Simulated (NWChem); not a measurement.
**C8H6BF3Se (SMILES CC#CB1C=CC=C(C(F)(F)F)[Se]1): B3LYP/6-31G(d) (Cartesian functions)**

Wanted: energy and gradient of C8H6BF3Se. 

The calculation is run with NWChem 7.3.0.

2 further runs of the same task are left out: 1 that didn't finish, 1 set aside as unsound or not needed.

### Step 1. Starting point

The species is C8H6BF3Se (19 atoms), meant as a singlet with charge 0. As SMILES, `CC#CB1C=CC=C(C(F)(F)F)[Se]1`. Geometry: a GFN2-xTB relaxation, a rough one for these elements and not checked as a minimum.

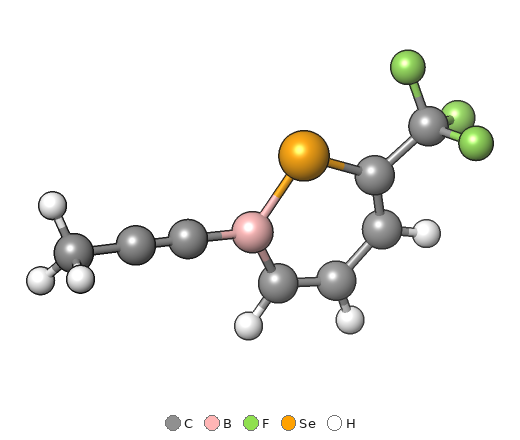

Viewed from a chosen angle; carbon grey, boron pink, fluorine green, selenium orange, hydrogen white.

### Step 2. Energy and forces at B3LYP/6-31G(d) (Cartesian functions)

Input file geom.nw:

```
start geom
title "C8H6BF3Se"
memory 2900 mb

geometry noautosym nocenter noautoz
C     -4.691370     0.539980     0.007390
C     -3.265670     0.318170    -0.005360
C     -2.071410     0.132400    -0.011400
B     -0.592080    -0.120970    -0.016380
C     -0.009070    -1.527790    -0.007130
C      1.316260    -1.833670    -0.003080
C      2.371230    -0.884390    -0.009600
C      2.215590     0.463920    -0.031270
C      3.433200     1.334320     0.000980
F      4.453100     0.840000    -0.718430
F      3.908390     1.497310     1.251970
F      3.194080     2.567540    -0.470330
Se     0.600050     1.392940    -0.033100
H     -4.930800     1.477850    -0.493630
H     -5.044170     0.591640     1.037610
H     -5.204180    -0.277700    -0.499210
H     -0.692390    -2.369090    -0.000920
H      1.626540    -2.871230     0.006930
H      3.382720    -1.271230    -0.005040
end

basis
C library 6-31G*
B library 6-31G*
F library 6-31G*
Se library 6-31G*
H library 6-31G*
end

dft
xc b3lyp
grid fine
convergence energy 1e-08
iterations 100
mulliken
end

task dft gradient
```

Launch:

```bash
$ nwchem geom.nw > geom.out
```

What values should one expect? Wanted: total energy; dipole moment; HOMO energy; LUMO energy; HOMO–LUMO gap; largest force on an atom.

**Answer.** As computed:

Level: B3LYP/6-31G* (Cartesian functions).

| quantity | value |
| --- | --- |
| total energy | -3034.11209 Eh |
| dipole moment | 3.12 D |
| HOMO energy | -6.46 eV |
| LUMO energy | -2.14 eV |
| HOMO–LUMO gap | 4.32 eV |
| largest force on an atom | 0.732 eV/Å |

What this shows: The largest force is 0.73 eV/Å: the shape isn't a stationary point for this species at this level.
